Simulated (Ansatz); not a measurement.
**CH$_{9}$BSi$_{2}$ (SMILES BC([SiH3])[SiH3]): density, localisation and related maps**

Input

```
basis:
  gaussian:
    orbitals: def2-TZVPD
crystal:
  periodic: [false, false, false]
  atoms:
    - {symbol: C, position_ang: [-0.432286, -1.690618, -0.001181]}
    - {symbol: B, position_ang: [-1.030407, -1.644449, 1.422100]}
    - {symbol: Si, position_ang: [-1.278430, -0.358152, -1.071752]}
    - {symbol: Si, position_ang: [1.424168, -1.263645, 0.090809]}
    - {symbol: H, position_ang: [-0.545636, -2.674818, -0.505029]}
    - {symbol: H, position_ang: [-0.965185, -0.614268, 2.075121]}
    - {symbol: H, position_ang: [-1.572050, -2.614359, 1.921367]}
    - {symbol: H, position_ang: [-2.765402, -0.581368, -1.124913]}
    - {symbol: H, position_ang: [-1.011330, 1.006981, -0.503481]}
    - {symbol: H, position_ang: [-0.739969, -0.426598, -2.476351]}
    - {symbol: H, position_ang: [1.607696, 0.128724, 0.625143]}
    - {symbol: H, position_ang: [2.028622, -1.351959, -1.285561]}
    - {symbol: H, position_ang: [2.149826, -2.229402, 0.987730]}
magnetization:
  spin_polarized: false
output:
  forces: true
  orbitals: {seedname: orbitals}
hamiltonian:
  xc: {name: PBE0}
```

Launched as:

```sh
ansatz run input.yaml --threads 2 --pin off --max-ram 4350MiB --events-out events.jsonl --progress --plain --runs-dir runs
```

Geometry: PBE-D3(BJ)/def2-SVP.

Level of theory: isolated molecule in a Gaussian basis; Kohn-Sham density functional theory, functional PBE0 in Ansatz 0.2.0.

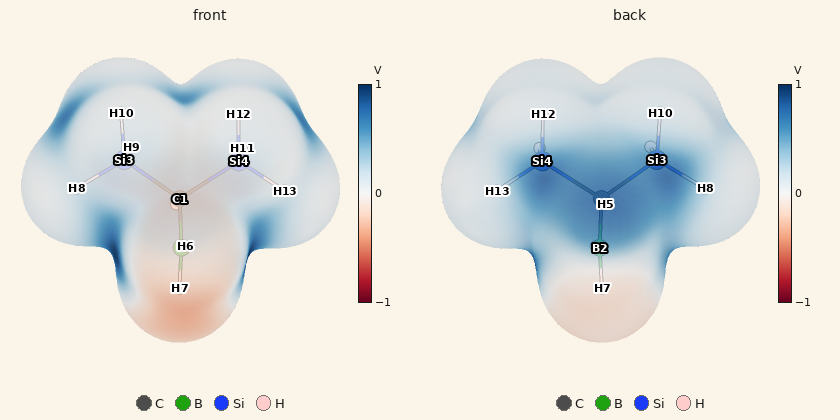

Figure 1. The electrostatic potential painted on the density surface at 0.001 e/bohr³, seen from the front and from behind; red is negative and blue positive.

Which sites attract a positive test charge, and which a negative one?

Answer. A positive charge is drawn to the negative regions and a negative charge to the positive ones. The most negative region (about −0.4 V, or −9 kcal/mol for a unit charge) lies over H6 and H7, the most positive (about +0.9 V, or +21 kcal/mol for a unit charge) over B2.

What dipole moment does the calculation give?

Answer. Its dipole moment is 0.70 D.

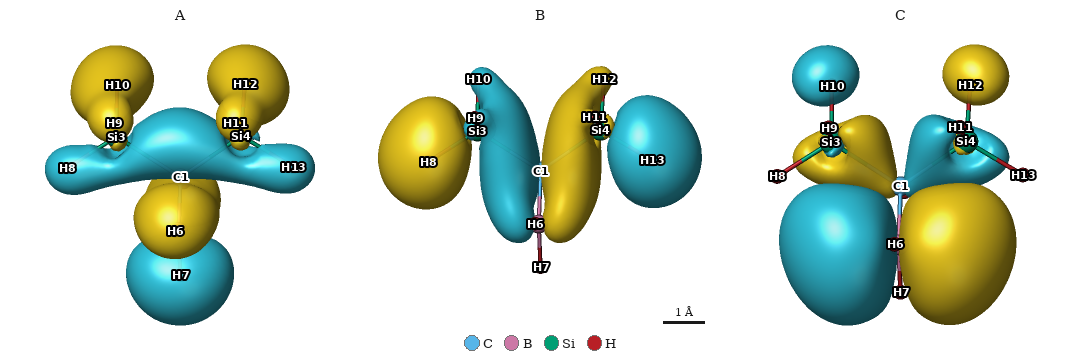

Figure 2. Three frontier orbitals at ±0.06 Å⁻³ᐟ² (yellow and cyan are the two phases), in no order.

Order the three orbitals by energy and name them.

Answer. B is the HOMO−1 (−9.01 eV). It lies mainly on C1 (about 25 %), Si3 (about 20 %), Si4 (about 20 %), H8 (about 15 %) and H13 (about 15 %). A is the HOMO (−8.58 eV). Its weight (Hirshfeld) is mainly on C1 (about 20 %), B2 (about 20 %), H7 (about 15 %), Si3 (about 10 %) and Si4 (about 10 %). C is the LUMO (−1.60 eV). Its weight (Hirshfeld) is mainly on B2 (about 50 %), Si3 (about 10 %), Si4 (about 10 %), C1 (about 10 %), H7 (about 5 %) and H6 (about 5 %).

What is the HOMO–LUMO gap?

Answer. 6.98 eV between the orbital energies.

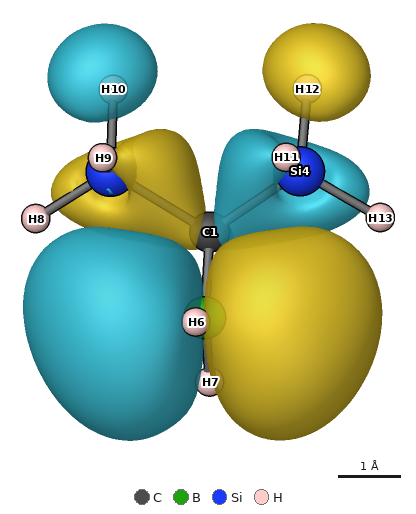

Figure 3. The LUMO at ±0.05 Å⁻³ᐟ² (yellow and cyan are the two phases), seen at a tilt.

Where does this orbital lie, and at what energy?

Answer. By Hirshfeld shares it lies mainly on B2 (about 50 %), Si3 (about 10 %), Si4 (about 10 %), C1 (about 10 %), H7 (about 5 %) and H6 (about 5 %). Its energy is −1.60 eV.
